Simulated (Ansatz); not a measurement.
**CH5AlO (SMILES [CH3][AlH][OH]) at HF/aug-cc-pVDZ**

Aim: the electronic atomisation energy of CH5AlO at HF/aug-cc-pVDZ, from 5 runs. 

The calculation is run with Ansatz 0.2.0.

42 further runs of the same task are left out: 42 set aside as unsound or not needed.

### 1 The system as given

CH5AlO: 8 atoms, total charge 0, spin state singlet. SMILES: `[CH3][AlH][OH]`. The coordinates come from a PBE0-D4/def2-TZVP relaxation. This is one conformer, not always the lowest.

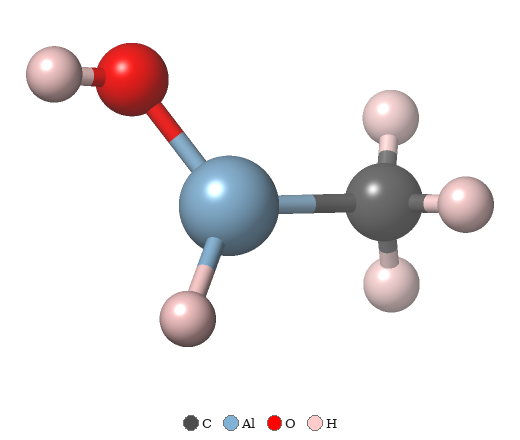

Viewed from a chosen angle; carbon dark grey, aluminium light blue, oxygen red, hydrogen pink.

### 2 The energy at HF/aug-cc-pVDZ

run.yaml

```yaml
crystal:
  periodic: [false, false, false]
  atoms:
    - {symbol: C, position_ang: [-0.777900, 0.982200, -0.070900]}
    - {symbol: Al, position_ang: [0.579700, -0.394200, -0.239900]}
    - {symbol: O, position_ang: [0.544600, -1.676400, 0.876800]}
    - {symbol: H, position_ang: [-0.325100, 1.954500, 0.149300]}
    - {symbol: H, position_ang: [-1.491400, 0.755400, 0.724300]}
    - {symbol: H, position_ang: [-1.335700, 1.105000, -1.004800]}
    - {symbol: H, position_ang: [1.716800, -0.394500, -1.350200]}
    - {symbol: H, position_ang: [1.181200, -2.389100, 0.859500]}
basis:
  gaussian:
    orbitals: aug-cc-pVDZ
hamiltonian:
  xc: hf
accuracy: high
output:
  orbitals: {seedname: orbitals}
```

Launch:

```
ansatz run run.yaml --threads 1 --pin off --max-ram 3480MiB --events-out events.jsonl --progress --plain --runs-dir runs
```

Standard output:

```text
Warning: RAYON_NUM_THREADS=1 ignored (pool sized by the plan → 1); use --threads N
Functional definition: HF
  name "HF"
  exchange = exact_x
  correlation = 0
2328 factors; integrals over basis functions are off by at most 3.4e-9 eV
mean field evaluation 1: about -9726.8189 eV, gradient 4.7e1 eV
mean field evaluation 2: about -9726.8223 eV, gradient 4.7e1 eV
mean field evaluation 4: about -9731.5513 eV, gradient 3.6e0 eV
mean field evaluation 8: about -9731.5975 eV, gradient 1.9e-4 eV
mean field -9731.59753950 eV, -357.6296132628 hartree, gradient 1.2e-8 eV, S^2 0.000000; 0 other end points of the search recorded, 0 dependent functions left out
reference -9731.59753950 eV, -357.6296132628 hartree; 16, 16 occupied and 102, 102 virtual orbitals, 2328 factors
Total energy: -9731.59753950 eV, -357.6296132628 hartree
```

It took 5.1 s on 1 thread of Arm Neoverse V2, shared host; peak memory 0.34 GiB.

### 3 The Al atom, same level

run.yaml

```yaml
crystal:
  periodic: [false, false, false]
  atoms:
    - {symbol: Al, position_ang: [0.000000, 0.000000, 0.000000]}
basis:
  gaussian:
    orbitals: aug-cc-pVDZ
total_charge: 0
magnetization:
  spin_polarized: true
  initial_magnetization: 1
hamiltonian:
  xc: hf
accuracy: high
```

Launch:

```
ansatz run run.yaml --threads 1 --pin off --max-ram 3480MiB --events-out events.jsonl --progress --plain --runs-dir runs
```

Standard output:

```text
Warning: RAYON_NUM_THREADS=1 ignored (pool sized by the plan → 1); use --threads N
Functional definition: HF
  name "HF"
  exchange = exact_x
  correlation = 0
226 factors; integrals over basis functions are off by at most 3.8e-9 eV
mean field evaluation 1: about -6581.4419 eV, gradient 2.7e0 eV
mean field evaluation 2: about -6581.4420 eV, gradient 2.7e0 eV
mean field evaluation 4: about -6581.7339 eV, gradient 2.3e-1 eV
mean field evaluation 8: about -6581.7311 eV, gradient 7.3e-7 eV
mean field evaluation 16: about -6581.7311 eV, gradient 8.8e-9 eV
mean field evaluation 32: about -6573.5922 eV, gradient 1.3e1 eV
mean field evaluation 64: about -6581.7311 eV, gradient 2.1e-2 eV
mean field evaluation 96: about -6581.7311 eV, gradient 1.6e-8 eV
mean field -6581.73113990 eV, -241.8741581338 hartree, gradient 1.6e-8 eV, S^2 0.768324; 1 other end points of the search recorded, 0 dependent functions left out
reference -6581.73113990 eV, -241.8741581338 hartree; 7, 6 occupied and 20, 21 virtual orbitals, 226 factors
Total energy: -6581.73113990 eV, -241.8741581338 hartree
```

Wall time 0.17 s (1 thread of Arm Neoverse V2, shared host).

### 4 The C atom

run.yaml

```yaml
crystal:
  periodic: [false, false, false]
  atoms:
    - symbol: C
      position_ang: [0.000000, 0.000000, 0.000000]
basis:
  gaussian:
    orbitals: aug-cc-pVDZ
magnetization:
  spin_polarized: true
  initial_magnetization: 2
hamiltonian:
  xc: hf
accuracy: high
```

Run the same way, it converges to -37.68776 Eh (log not shown).

### 5 The H atom

run.yaml

```yaml
crystal:
  periodic: [false, false, false]
  atoms:
    - {symbol: H, position_ang: [0.000000, 0.000000, 0.000000]}
basis:
  gaussian: {orbitals: aug-cc-pVDZ}
hamiltonian: {xc: hf}
magnetization: {spin_polarized: true, initial_magnetization: 1}
accuracy: high
```

Run the same way, it converges to -0.49933 Eh (log not shown).

### 6 The O atom, same level

run.yaml

```yaml
crystal:
  periodic: [false, false, false]
  atoms:
    - {symbol: O, position_ang: [0.000000, 0.000000, 0.000000]}
basis:
  gaussian: {orbitals: aug-cc-pVDZ}
magnetization: {spin_polarized: true, initial_magnetization: 2}
hamiltonian: {xc: hf}
accuracy: high
```

Launch:

```
ansatz run run.yaml --threads 1 --pin off --max-ram 3480MiB --events-out events.jsonl --progress --plain --runs-dir runs
```

Standard output:

```text
Warning: RAYON_NUM_THREADS=1 ignored (pool sized by the plan → 1); use --threads N
Functional definition: HF
  name "HF"
  exchange = exact_x
  correlation = 0
200 factors; integrals over basis functions are off by at most 2.1e-9 eV
mean field evaluation 1: about -2034.9999 eV, gradient 7.2e0 eV
mean field evaluation 2: about -2035.0011 eV, gradient 7.2e0 eV
mean field evaluation 4: about -2035.3110 eV, gradient 8.1e-1 eV
mean field evaluation 8: about -2035.3192 eV, gradient 3.5e-5 eV
mean field evaluation 16: about -2035.2899 eV, gradient 1.4e0 eV
mean field evaluation 32: about -2035.3192 eV, gradient 1.0e-2 eV
mean field -2035.31919302 eV, -74.7966007544 hartree, gradient 2.3e-8 eV, S^2 2.008420; 0 other end points of the search recorded, 0 dependent functions left out
reference -2035.31919302 eV, -74.7966007544 hartree; 5, 3 occupied and 18, 20 virtual orbitals, 200 factors
Total energy: -2035.31919302 eV, -74.7966007544 hartree
```

It took 0.08 s on 1 thread of Arm Neoverse V2, shared host.

### 7 Results

At HF/aug-cc-pVDZ:

```
                     quantity          value
       molecule: total energy  -357.62961 Eh
        molecule: HOMO energy      -11.12 eV
        molecule: LUMO energy        0.77 eV
      molecule: HOMO–LUMO gap       11.89 eV
        Al atom: total energy  -241.87416 Eh
                Al atom: ⟨S²⟩          0.768
         C atom: total energy   -37.68776 Eh
                 C atom: ⟨S²⟩          2.010
         H atom: total energy    -0.49933 Eh
                 H atom: ⟨S²⟩          0.750
         O atom: total energy   -74.79660 Eh
                 O atom: ⟨S²⟩          2.008
electronic atomisation energy      21.073 eV
```

**Reading.** Taking the molecule apart into free atoms costs 21.07 eV (2033 kJ/mol), before zero-point energy and without spin-orbit coupling. Hartree–Fock lacks the correlation of the bonding pairs, which as a rule makes this value much too low; in minimal bases other errors can mask that.
